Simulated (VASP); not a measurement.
Band structure of MgF2 (rutile). Calculation: modified Becke-Johnson potential (mBJ), VASP's PBE PAW potentials (set 64) (plane waves; VASP).

mBJ is a potential without an energy functional, so only the levels count.

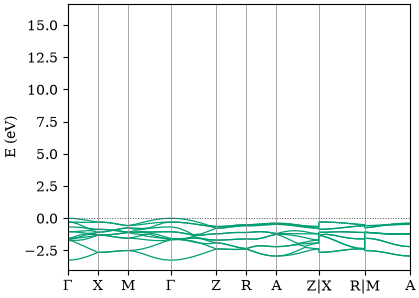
Figure. Bands along high-symmetry lines, zero at the valence-band maximum or, without a gap, the Fermi level

Question: Read the plot: is there a gap, and where are the band edges?

Answer: The gap is direct, 10.62 eV, from the valence maximum at Γ to the conduction minimum at Γ.

Measured: gap 12.40 eV (computed value off by -1.78 eV), as given by Andrés Aguado et al., Journal of the Physical Society of Japan (1999), arXiv:cond-mat/9901145.

The compound is MgF2 in the rutile structure. It was relaxed first. The cell's shape comes from a PBE relaxation.
